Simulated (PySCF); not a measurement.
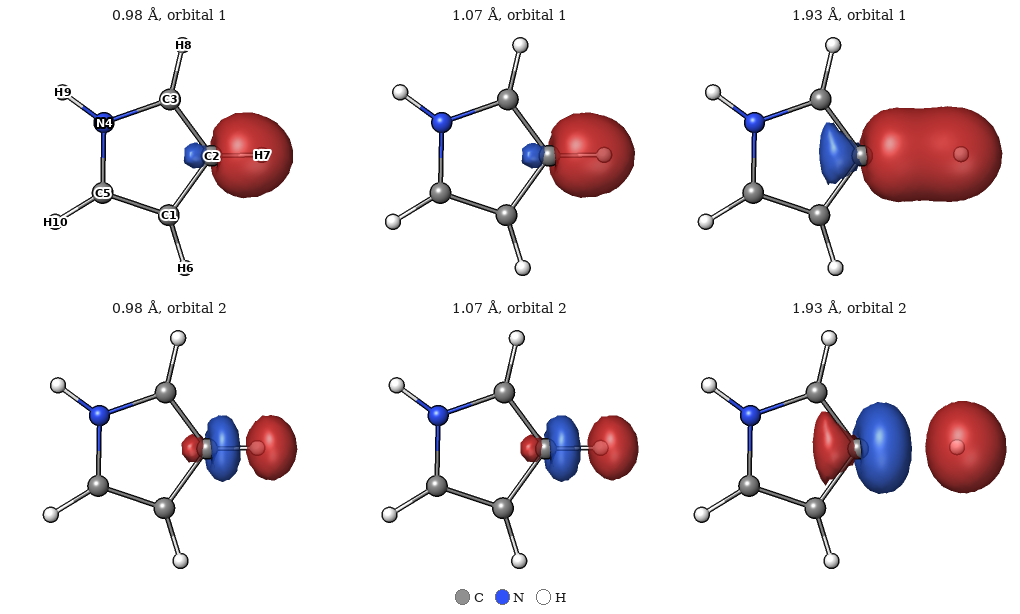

*C4H5N, SMILES `c1cc[nH]c1`. Rigid stretch of the C2–H7 bond. The two CASSCF(2,2) natural orbitals nearest half filling (orbital 1 the more occupied).*

PySCF calculation, def2-SVP basis, gas phase; geometry: GFN2-xTB. No frequency check shows the geometry to be a minimum.

Input script:

```python
import numpy as np
from pyscf import gto, scf, mcscf

mol = gto.M(atom='''
C     -0.97474    -0.70671     0.00000
C     -0.97781     0.70254     0.00000
C      0.32748     1.10913     0.00000
N      1.11535     0.00230     0.00000
C      0.33230    -1.10762     0.00000
H     -1.83601    -1.34498     0.00000
H     -1.84185     1.33705     0.00000
H      0.74825     2.09540     0.00000
H      2.12135     0.00448     0.00000
H      0.75737    -2.09204     0.00000
''', basis='def2-svp', charge=0, spin=0, verbose=4)
# stretch the bond between atoms 2 and 7, from long to short, fragments rigid
a, b, move = 1, 6, [6]
xyz = mol.atom_coords(unit='Angstrom')
u = xyz[b] - xyz[a]
r0 = np.linalg.norm(u)
rows, last, dm_u = [], None, None
for r in [3.0, 2.35, 1.93, 1.66, 1.44, 1.28, 1.18, 1.07, 0.98]:
    new = xyz.copy()
    new[move] += u / r0 * (r - r0)
    m = mol.set_geom_(new, unit='Angstrom', inplace=False)
    rhf = scf.RHF(m).density_fit(auxbasis='def2-universal-jkfit').run()
    uhf = scf.UHF(m).density_fit(auxbasis='def2-universal-jkfit').newton()
    if dm_u is None:
        c = rhf.mo_coeff
        h = m.nelectron // 2 - 1
        ca, cb = c.copy(), c.copy()
        ca[:, h], cb[:, h] = (c[:, h] + c[:, h + 1]) / 2**.5, (c[:, h] - c[:, h + 1]) / 2**.5
        dm_u = np.array([x[:, :h + 1] @ x[:, :h + 1].T for x in (ca, cb)])
    uhf.kernel(dm0=dm_u)
    for _ in range(3):
        c, _, stable, _ = uhf.stability(return_status=True)
        if stable:
            break
        uhf.kernel(c, uhf.mo_occ)
    dm_u = uhf.make_rdm1()
    mc = mcscf.CASSCF(rhf, 2, 2)
    mc.natorb = True
    mc.fix_spin_(ss=0)
    guess = mcscf.addons.make_natural_orbitals(uhf)[1] if last is None else mcscf.project_init_guess(mc, last.mo_coeff, last.mol)
    mc.kernel(guess)
    last = mc
    act = slice(mc.ncore, mc.ncore + mc.ncas)
    print('r %.3f  RHF %.6f  UHF %.6f  <S^2> %.3f  CASSCF %.6f  occupations' % (r, rhf.e_tot, uhf.e_tot, uhf.spin_square()[0], mc.e_tot), mc.mo_occ[act].round(4))
    rows.append((new, rhf.e_tot, uhf.e_tot, uhf.spin_square()[0], mc.e_tot, mc.mo_occ[act], mc.mo_coeff[:, act], dm_u[0] - dm_u[1], rhf.converged and uhf.converged and mc.converged))
    np.savez('result.npz', **{k: [row[i] for row in rows] for i, k in enumerate('xyz rhf uhf s2 cas occ c spin ok'.split())})
```

Command:

```sh
OMP_NUM_THREADS=1 python input.py
```

The run took 5.1 min on 1 thread of Arm Neoverse V2, on a shared host, peak memory 0.25 GiB.

Q: How do the occupations change along the stretch?

A: 0.98 Å: 1.99 and 0.01; 1.07 Å: 1.98 and 0.02; 1.93 Å: 1.82 and 0.18. At the longest distance computed (3.00 Å) they are 1.28 and 0.72, and the effective number of unpaired electrons is 1.7.

UHF's ⟨S²⟩ passes 1 along the scan (up to 1.17), so it also polarises electrons outside the stretched bond; its energy lowering isn't due to that bond alone.

Q: Where does the UHF solution part from RHF?

A: Between 1.44 Å (⟨S²⟩ = 0, the two coincide) and 1.66 Å (⟨S²⟩ = 0.10); at 3.00 Å ⟨S²⟩ is 1.17 and UHF lies 3.8 eV below RHF.

Q: How much energy does the stretch cost?

A: By CASSCF, 4.8 eV from the lowest point of the scan (1.07 Å) to 3.00 Å; RHF gives 8.1 eV from its own lowest point. The fragments aren't relaxed and dynamic correlation is missing, so this isn't a bond dissociation energy.
